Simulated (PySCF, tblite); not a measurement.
# C5H8F2SSi: geometry, infrared bands and NMR shifts

What infrared bands and NMR shifts should C5H8F2SSi (`CC1([SiH](F)F)CC(=S)C1`) show?

The runs use tblite 0.8.0 and PySCF 2.14.0, with density-fitted response routines of our own; the level of theory stands in each step. All values are computed, except where a source is named. Atoms are numbered from 0 throughout.

## 1. Starting geometry

17 atoms, charge 0, multiplicity 1; geometry from: force field or distance geometry start.

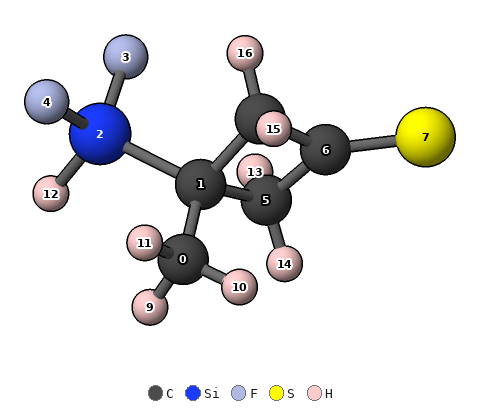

The starting geometry (carbon dark grey, silicon blue, fluorine light blue, sulfur yellow, hydrogen pink), atoms numbered.

## 2. Relaxing the molecule with GFN2-xTB

What the job is given:

```
{"job": {"kind": "relax", "xc": "GFN2-xTB", "basis": "xTB"}, "charge": 0, "multiplicity": 1}
C     -0.721100    -1.550700    -0.032700
C     -0.183300    -0.121100    -0.030000
Si    -1.603800     1.207400    -0.117100
F     -0.925500     2.665600    -0.127800
F     -2.525600     1.049800     1.194700
C      0.956700     0.142000    -1.076000
C      1.918200     0.144600     0.094600
S      3.548600     0.050700     0.196400
C      0.837600     0.170500     1.151800
H     -1.294000    -1.754700    -0.946600
H      0.077100    -2.286400     0.023300
H     -1.395400    -1.731800     0.824300
H     -2.431500     1.030100    -1.337800
H      0.943300     1.102800    -1.601000
H      1.127300    -0.651500    -1.795500
H      0.912400    -0.607400     1.923700
H      0.752000     1.152000     1.645900
```

On the command line:

```console
> OMP_NUM_THREADS=1 python probes_run.py task.json out
```

This one command runs all jobs of the session in turn.

**Question.** This job is followed by: GFN2-xTB harmonic vibrations, gas phase; GIAO PBE0/pcSseg-1 NMR shielding, non-relativistic, gas phase. Predict these results of the whole session: strongest single infrared mode (GFN2-xTB); zero-point energy (GFN2-xTB); ¹³C shifts against TMS (PBE0/pcSseg-1, means over atoms taken as alike); ¹H shifts against TMS (PBE0/pcSseg-1, means over atoms taken as alike); ²⁹Si shifts against TMS (PBE0/pcSseg-1); ¹⁹F shifts against CFCl3 (PBE0/pcSseg-1, means over atoms taken as alike); ³³S shifts against CS2 (PBE0/pcSseg-1).

**Answer**, as computed:

| quantity | value |
| --- | --- |
| strongest single infrared mode (GFN2-xTB) | 879 cm⁻¹, 238 km/mol |
| zero-point energy (GFN2-xTB) | 74.8 kcal/mol |
| ¹³C shifts against TMS (PBE0/pcSseg-1, means over atoms taken as alike) | 280.3, 59.8, 23.2, 22.1 ppm |
| ¹H shifts against TMS (PBE0/pcSseg-1, means over atoms taken as alike) | 5.02, 3.62, 2.81, 1.41 ppm |
| ²⁹Si shifts against TMS (PBE0/pcSseg-1) | -9.2 ppm |
| ¹⁹F shifts against CFCl3 (PBE0/pcSseg-1, means over atoms taken as alike) | -168.5 ppm |
| ³³S shifts against CS2 (PBE0/pcSseg-1) | 1007 ppm |

The optimisation took 70 steps and gained 0.197 eV; among the close pairs (by a distance rule), C1–Si2 changed most, from 1.947 to 1.897 Å. No mode is imaginary among the 45: a minimum at this level. GFN2-xTB is a fitted tight-binding method: band positions and strengths are rough. Its intensities can rank the bands wrongly. C6 (thiocarbonyl carbon) lies farthest downfield among carbon, at 280.3 ppm; the small n→π* gap of C=S deshields it strongly. At PBE0/pcSseg-1: Shielding is most anisotropic at S7 (span 2392 ppm, paramagnetic term -1560 ppm).
